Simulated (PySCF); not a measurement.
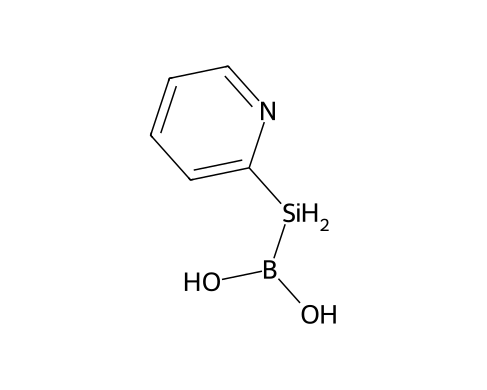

Write the SMILES.

OB(O)[SiH2]c1ccccn1

Give the formula, hydrogens included.

C5H8BNO2Si.

An optimisation with PBE0-D3(BJ)/def2-SVP gave a structure of which point group?

C1. Other conformers may differ.

More results for the same structure follow; atom numbers are the same in all pictures, views and colours differ. The geometry was computed by an optimisation with PBE0-D3(BJ)/def2-SVP. No frequency run is at hand to confirm it as a minimum.

**Electronic properties**

No frequency run is at hand to confirm it as a minimum. Method: PBE0/def2-SVPD, gas phase (PySCF 2.14.0). Excitations: vertical, linear response.

Estimate the mean static polarisability.

114.7 bohr³.

Estimate the dipole moment.

2.39 D.

What is the brightest of the 10 lowest singlets?

6.09 eV.

Give the lowest vertical singlet excitation at this level.

4.50 eV.

**Charges**

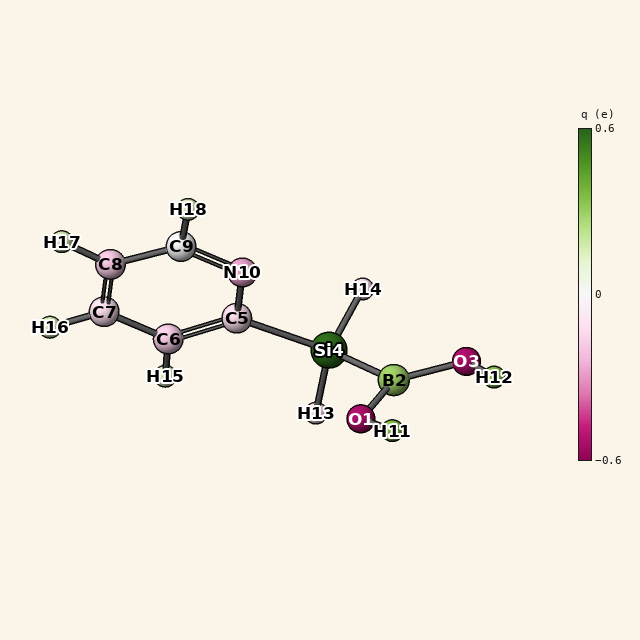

Atoms are coloured by their IAO charges. No frequency run is at hand to confirm it as a minimum. Level of theory: PBE0/pcSseg-1, gas phase (PySCF 2.14.0).

List the IAO charges.

| atom | value (e) |
| --- | --- |
| O1 | −0.53 |
| B2 | 0.29 |
| O3 | −0.53 |
| Si4 | 0.57 |
| C5 | −0.12 |
| C6 | −0.17 |
| C7 | −0.12 |
| C8 | −0.18 |
| C9 | −0.01 |
| N10 | −0.28 |
| H11 | 0.35 |
| H12 | 0.34 |
| H13 | −0.12 |
| H14 | −0.11 |
| H15 | 0.15 |
| H16 | 0.15 |
| H17 | 0.16 |
| H18 | 0.15 |

**Quadrupole coupling**

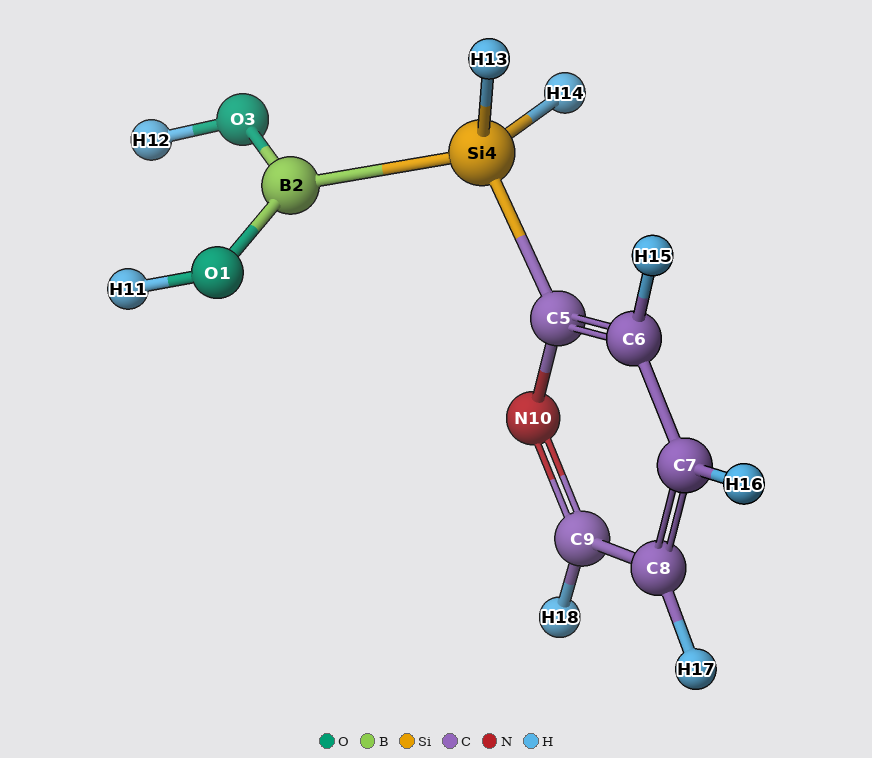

No frequency run is at hand to confirm it as a minimum. Electric field gradients from the ground-state density, PBE0/pcSseg-1 (PySCF 2.14.0), non-relativistic apart from any core potentials.

Give the largest field-gradient component, the quadrupole coupling constant and the asymmetry for 17O at O1 (Q = −25.6 mb), 11B at B2 (Q = 40.59 mb), 17O at O3 (Q = −25.6 mb), 14N at N10 (Q = 20.44 mb), 2H at H11 (Q = 2.86 mb), 2H at H12 (Q = 2.86 mb), 2H at H13 (Q = 2.86 mb), 2H at H14 (Q = 2.86 mb).

```json
{"atom": "O1", "V_zz (a.u.)": "1.462", "e²qQ/h (MHz)": "−8.79", "η": "0.14"}
{"atom": "B2", "V_zz (a.u.)": "0.342", "e²qQ/h (MHz)": "3.26", "η": "0.33"}
{"atom": "O3", "V_zz (a.u.)": "1.454", "e²qQ/h (MHz)": "−8.75", "η": "0.12"}
{"atom": "N10", "V_zz (a.u.)": "−1.134", "e²qQ/h (MHz)": "−5.45", "η": "0.36"}
{"atom": "H11", "V_zz (a.u.)": "0.467", "e²qQ/h (MHz)": "0.314", "η": "0.07"}
{"atom": "H12", "V_zz (a.u.)": "0.467", "e²qQ/h (MHz)": "0.314", "η": "0.07"}
{"atom": "H13", "V_zz (a.u.)": "0.138", "e²qQ/h (MHz)": "0.093", "η": "0.04"}
{"atom": "H14", "V_zz (a.u.)": "0.141", "e²qQ/h (MHz)": "0.095", "η": "0.02"}
```
